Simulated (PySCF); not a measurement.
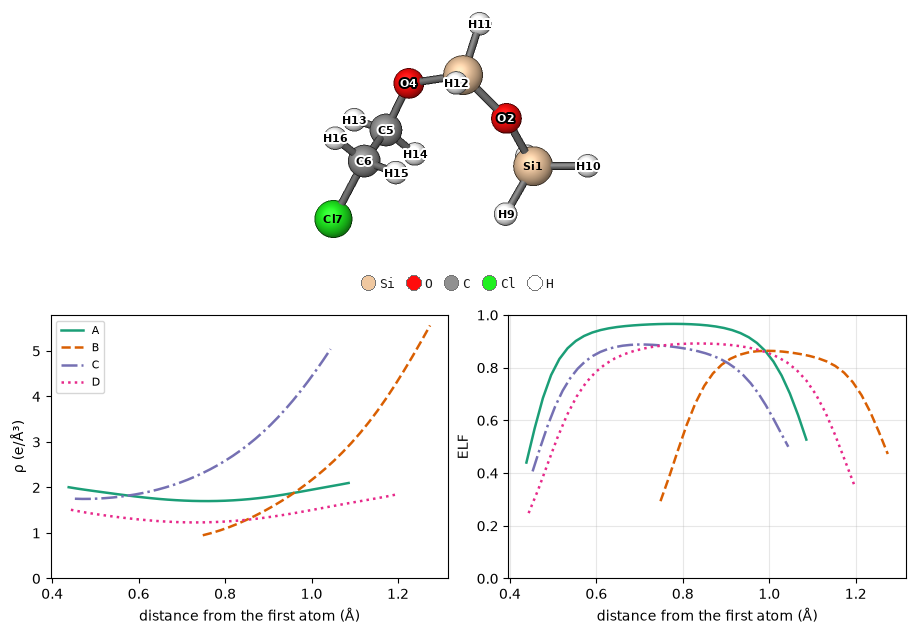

The picture shows: C2H9ClO2Si2 (SMILES [SiH3]O[SiH2]OCCCl). Total electron density and ELF along straight lines between neighbouring atoms. The curves leave out the atomic cores. The structure is drawn too.

Geometry: GFN2-xTB.

Level of theory: PBE0/def2-SVPD, SCF density, gas phase (PySCF).

```json
{"atom": "Si", "x (Å)": "-2.0602", "y (Å)": "-1.3948", "z (Å)": "0.4939"}
{"atom": "O", "x (Å)": "-1.7340", "y (Å)": "0.1608", "z (Å)": "0.1759"}
{"atom": "Si", "x (Å)": "-0.8913", "y (Å)": "1.5405", "z (Å)": "0.1103"}
{"atom": "O", "x (Å)": "0.6560", "y (Å)": "1.3107", "z (Å)": "0.5520"}
{"atom": "C", "x (Å)": "1.4643", "y (Å)": "0.1967", "z (Å)": "0.3436"}
{"atom": "C", "x (Å)": "1.8401", "y (Å)": "0.0594", "z (Å)": "-1.1268"}
{"atom": "Cl", "x (Å)": "2.9131", "y (Å)": "-1.3339", "z (Å)": "-1.3520"}
{"atom": "H", "x (Å)": "-1.6210", "y (Å)": "-1.6957", "z (Å)": "1.8569"}
{"atom": "H", "x (Å)": "-1.3145", "y (Å)": "-2.1954", "z (Å)": "-0.4802"}
{"atom": "H", "x (Å)": "-3.5051", "y (Å)": "-1.5050", "z (Å)": "0.3259"}
{"atom": "H", "x (Å)": "-1.3637", "y (Å)": "2.4523", "z (Å)": "1.1333"}
{"atom": "H", "x (Å)": "-1.0131", "y (Å)": "1.9589", "z (Å)": "-1.2828"}
{"atom": "H", "x (Å)": "2.3658", "y (Å)": "0.3256", "z (Å)": "0.9529"}
{"atom": "H", "x (Å)": "0.9425", "y (Å)": "-0.7128", "z (Å)": "0.6706"}
{"atom": "H", "x (Å)": "0.9473", "y (Å)": "-0.1066", "z (Å)": "-1.7304"}
{"atom": "H", "x (Å)": "2.3661", "y (Å)": "0.9482", "z (Å)": "-1.4766"}
```

### Which curve belongs to which contact (C–C, C–Cl, C–O and Si–O)? The first atom named is at distance zero.

Curve A: C–C (1.52 Å): ρ at the midpoint is about 1.7 e/Å³; the ELF peaks at about 0.95 between the atoms, as expected for a shared electron pair. Curve B: Si–O (1.62 Å): the density is about 1.1 e/Å³ at the midpoint; the ELF peaks at about 0.85 between the atoms; a polar covalent bond. Curve C: C–O (1.39 Å): ρ at the midpoint is about 2.1 e/Å³, with its minimum of 1.7 e/Å³ about 0.5 Å from C; the ELF peaks at about 0.90 between the atoms: a polar covalent bond. Curve D: C–Cl (1.77 Å): ρ is about 1.3 e/Å³ halfway; the ELF peaks at about 0.90 between the atoms: a shared electron pair.
